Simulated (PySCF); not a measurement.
H₃AlCl₃N, singlet, PBE0/def2-SVP optimised geometry. Atoms within 1.6 Å of the plane z = 0.0 Å (x, y, z in Å): Al1 (-0.37, -1.22, 0.00), Cl3 (1.75, -1.22, 0.00), N5 (-0.74, 0.76, 0.00), H6 (-0.34, 1.22, -0.82), H7 (-0.34, 1.22, 0.83), H8 (-1.75, 0.95, 0.00).

Method: PBE0/def2-TZVP (PySCF 2.14.0). Cells within 0.4 Å of a nucleus heavier than hydrogen are left out (blank, or x).

Map of the log10 of the electron density (e/bohr³), floored at −4 on the plane z = 0.0 Å:

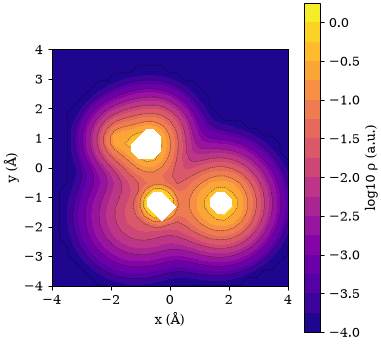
Fig. 1. Log10 of the electron density (e/bohr³), floored at −4 on the plane z = 0.0 Å.
